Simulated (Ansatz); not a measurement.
Start from GaN in the wurtzite structure (space group P6_3mc, No. 186; a = 3.183 Å, c = 5.184 Å). Axes: x lies along a and z along c of the hexagonal cell.

One thing is altered: a pure shear with ε_xy = ε_yx = 0.0058, atoms relaxed at fixed cell.

Level of theory: plane-wave PAW DFT at the r2SCAN level (Ansatz, an electronic-structure program, 500 eV), scalar-relativistic without spin-orbit coupling.

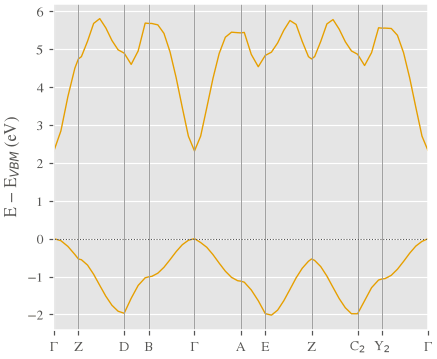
*Highest valence and lowest conduction band along the path of the changed cell's own zone*

The gap is 2.32 eV, direct at Γ; the base has 2.35 eV.

The cells carry an imposed strain or load. Whether these cells are dynamically stable was not tested. Labels are those of the standard path for the cell's own space group.
